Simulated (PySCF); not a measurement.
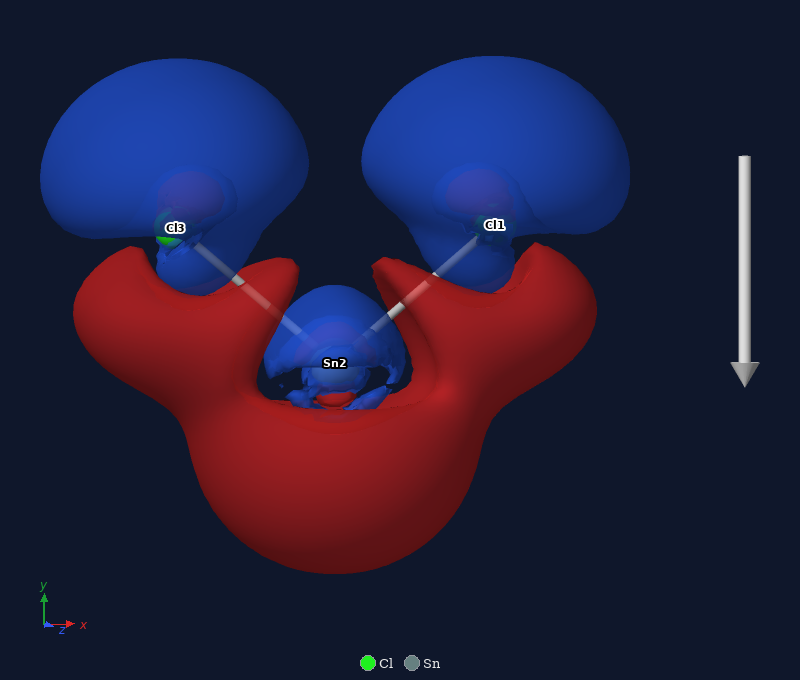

Figure. Cl2Sn, SMILES `Cl[Sn]Cl`. Change of the electron density in a uniform field of 0.26 V/Å along −y (arrow), surfaces at ±0.001 e/Å³ (blue: gain, red: loss).

PySCF calculation, PBE/def2-SVPD, gas phase; geometry: GFN2-xTB. Core potentials replace the inner electrons of Sn; spin–orbit coupling isn't included. No frequency check shows the geometry to be a minimum. GFN2-xTB bond lengths at metals and heavier atoms can be off by up to 0.1 Å and shapes distorted, which carries into these values.

The calculation's input:

```python
import numpy as np
from pyscf import gto, scf, dft
from pyscf.scf import atom_ks, atom_hf
from scipy.linalg import block_diag

def solve(mol, dm0=None, hcore=None):
    mf = (dft.UKS if mol.spin else dft.RKS)(mol, xc='pbe')
    mf.grids.level = 3
    mf = mf.density_fit(auxbasis='def2-universal-jkfit')
    mf.conv_tol, mf.max_cycle = 1e-8, 80
    if hcore is not None:
        mf.get_hcore = lambda *args: hcore
    mf.kernel(dm0)
    if not mf.converged:
        mf = mf.newton().run(mf.mo_coeff, mf.mo_occ, max_cycle=30)
    assert mf.converged, 'SCF not converged'
    return mf

mol = gto.M(atom='''
Cl     1.81450     0.91463     0.00000
Sn     0.00003    -0.62192     0.00000
Cl    -1.81460     0.91454     0.00000
''', basis='def2-svpd', ecp={'Sn': 'def2-svpd'}, charge=0, spin=0, verbose=4)
field = np.array([-0.0, -0.005, -0.0])  # atomic units
mol.set_common_orig(mol.atom_charges() @ mol.atom_coords() / mol.atom_charges().sum())
mf = solve(mol)
out = dict(dm0=mf.make_rdm1(), d0=mf.dip_moment(unit='AU'), e0=mf.e_tot)
for name, sign in (('p', 1), ('m', -1)):
    h = mf.get_hcore() + sign * np.einsum('x,xij->ij', field, mol.intor('int1e_r'))
    mi = solve(mol, mf.make_rdm1(), h)
    out.update({'dm' + name: mi.make_rdm1(), 'd' + name: mi.dip_moment(unit='AU'), 'e' + name: mi.e_tot})
# spherically averaged free atoms, for the promolecule
atom_ks.AtomSphAverageRKS.init_guess_by_vsap = lambda self, mol=None: self.init_guess_by_minao(mol)  # core potentials
atm = atom_ks.get_atm_nrks(mol, xc='pbe')
pro = block_diag(*[(atm[a[0]][2] * atm[a[0]][3]) @ atm[a[0]][2].T for a in mol._atom])
np.savez('result.npz', pro=pro, **out)
```

Command:

```sh
OMP_NUM_THREADS=1 python input.py
```

The run took 17 s on 1 thread of Arm Neoverse V1, with other jobs on the host, peak memory 0.33 GiB.

Partitions, critical points and surface values were worked out afterwards from this run's density.

**How large is the response?**

The induced dipole is 0.93 D (along the field); α along this axis, from the fields in both directions, is 74 bohr³ (10.9 Å³).

**Which atoms gain and lose the most charge?**

Electrons gather most on Cl1 and Cl3 alike (Hirshfeld charge changes by −0.022 e) and leave Sn2 most (+0.044 e); 0.068 electrons are displaced in all.
